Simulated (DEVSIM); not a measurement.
Structure: Schottky contact on n-type Si, at 300 K.

| layer (left to right) | material | thickness (μm) | Nd (cm⁻³) | τn (s) | τp (s) |
|---|---|---|---|---|---|
| 1 | Si | 0.360 | 3.4e15 | 1.3e-6 | 1.3e-6 |
| 2 | Si | 12.0 | 1.3e18 | 1.3e-6 | 1.3e-6 |

Left contact: Schottky, work function 4.85 eV, emission velocity 8.9e6 cm/s. Right contact: ohmic. Voltage is applied to the left contact. Recombination: SRH at mid-gap, Auger. Mobility is μmin + (μ − μmin)/(1 + (N/Nref)^α).

This is a model device: material constants are rounded textbook-type values typed into the input, and sizes, dopings and lifetimes were drawn at random. Values at 300 K.

```csv
parameter,Si
gap (eV),1.124
affinity (eV),4.05
permittivity,11.7
Nc (cm⁻³),2.86e19
Nv (cm⁻³),3.1e19
μn (cm²/Vs),1417
μp (cm²/Vs),470
"μn,min",52
"μp,min",45
"Nref,n",9.7e16
"Nref,p",2.2e17
αn,0.68
αp,0.72
Cn (cm⁶/s),2.8e-31
Cp (cm⁶/s),9.9e-32
```

Model (solved in DEVSIM): 1D drift-diffusion, Boltzmann statistics, complete ionisation; no tunnelling, impact ionisation, image-force lowering or self-heating. Metal contacts follow the ideal Schottky-Mott rule: no Fermi-level pinning, no interface dipoles.

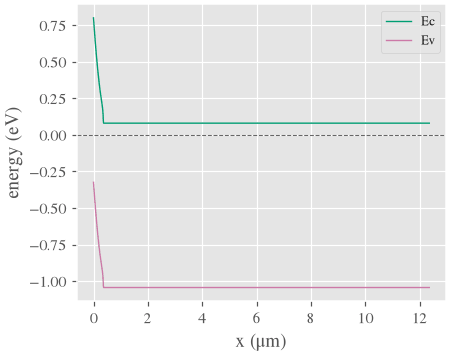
Fig. 1. Band edges at zero bias

Energies count from the Fermi level of the right contact; mesh points crowd at the junctions.

```json
[
 {"x (μm)": "0.000", "Ec (eV)": "0.800", "Ev (eV)": "-0.324", "n (cm⁻³)": "1000000", "p (cm⁻³)": "1.1e14", "field (V/cm)": "-27000"},
 {"x (μm)": "0.02288", "Ec (eV)": "0.740", "Ev (eV)": "-0.384", "n (cm⁻³)": "1.1e7", "p (cm⁻³)": "1.1e13", "field (V/cm)": "-26000"},
 {"x (μm)": "0.06453", "Ec (eV)": "0.637", "Ev (eV)": "-0.487", "n (cm⁻³)": "5.6e8", "p (cm⁻³)": "2.1e11", "field (V/cm)": "-24000"},
 {"x (μm)": "0.1404", "Ec (eV)": "0.474", "Ev (eV)": "-0.650", "n (cm⁻³)": "3.1e11", "p (cm⁻³)": "3.8e8", "field (V/cm)": "-20000"},
 {"x (μm)": "0.2654", "Ec (eV)": "0.271", "Ev (eV)": "-0.853", "n (cm⁻³)": "8.0e14", "p (cm⁻³)": "140000", "field (V/cm)": "-13000"},
 {"x (μm)": "0.3206", "Ec (eV)": "0.200", "Ev (eV)": "-0.924", "n (cm⁻³)": "1.2e16", "p (cm⁻³)": "9400", "field (V/cm)": "-14000"},
 {"x (μm)": "0.3509", "Ec (eV)": "0.142", "Ev (eV)": "-0.982", "n (cm⁻³)": "1.2e17", "p (cm⁻³)": "1000", "field (V/cm)": "-31000"},
 {"x (μm)": "0.3768", "Ec (eV)": "0.080", "Ev (eV)": "-1.044", "n (cm⁻³)": "1.3e18", "p (cm⁻³)": "< 1e2", "field (V/cm)": "-710"},
 {"x (μm)": "0.4175", "Ec (eV)": "0.080", "Ev (eV)": "-1.044", "n (cm⁻³)": "1.3e18", "p (cm⁻³)": "< 1e2", "field (V/cm)": "≈ 0"},
 {"x (μm)": "0.4988", "Ec (eV)": "0.080", "Ev (eV)": "-1.044", "n (cm⁻³)": "1.3e18", "p (cm⁻³)": "< 1e2", "field (V/cm)": "≈ 0"},
 {"x (μm)": "0.6610", "Ec (eV)": "0.080", "Ev (eV)": "-1.044", "n (cm⁻³)": "1.3e18", "p (cm⁻³)": "< 1e2", "field (V/cm)": "≈ 0"},
 {"x (μm)": "1.131", "Ec (eV)": "0.080", "Ev (eV)": "-1.044", "n (cm⁻³)": "1.3e18", "p (cm⁻³)": "< 1e2", "field (V/cm)": "≈ 0"},
 {"x (μm)": "1.923", "Ec (eV)": "0.080", "Ev (eV)": "-1.044", "n (cm⁻³)": "1.3e18", "p (cm⁻³)": "< 1e2", "field (V/cm)": "≈ 0"},
 {"x (μm)": "3.504", "Ec (eV)": "0.080", "Ev (eV)": "-1.044", "n (cm⁻³)": "1.3e18", "p (cm⁻³)": "< 1e2", "field (V/cm)": "≈ 0"},
 {"x (μm)": "7.852", "Ec (eV)": "0.080", "Ev (eV)": "-1.044", "n (cm⁻³)": "1.3e18", "p (cm⁻³)": "< 1e2", "field (V/cm)": "≈ 0"},
 {"x (μm)": "10.11", "Ec (eV)": "0.080", "Ev (eV)": "-1.044", "n (cm⁻³)": "1.3e18", "p (cm⁻³)": "< 1e2", "field (V/cm)": "≈ 0"},
 {"x (μm)": "11.20", "Ec (eV)": "0.080", "Ev (eV)": "-1.044", "n (cm⁻³)": "1.3e18", "p (cm⁻³)": "< 1e2", "field (V/cm)": "≈ 0"},
 {"x (μm)": "11.79", "Ec (eV)": "0.080", "Ev (eV)": "-1.044", "n (cm⁻³)": "1.3e18", "p (cm⁻³)": "< 1e2", "field (V/cm)": "≈ 0"},
 {"x (μm)": "12.15", "Ec (eV)": "0.080", "Ev (eV)": "-1.044", "n (cm⁻³)": "1.3e18", "p (cm⁻³)": "< 1e2", "field (V/cm)": "≈ 0"},
 {"x (μm)": "12.27", "Ec (eV)": "0.080", "Ev (eV)": "-1.044", "n (cm⁻³)": "1.3e18", "p (cm⁻³)": "< 1e2", "field (V/cm)": "≈ 0"},
 {"x (μm)": "12.33", "Ec (eV)": "0.080", "Ev (eV)": "-1.044", "n (cm⁻³)": "1.3e18", "p (cm⁻³)": "< 1e2", "field (V/cm)": "≈ 0"},
 {"x (μm)": "12.36", "Ec (eV)": "0.080", "Ev (eV)": "-1.044", "n (cm⁻³)": "1.3e18", "p (cm⁻³)": "< 1e2", "field (V/cm)": "≈ 0"}
]
```
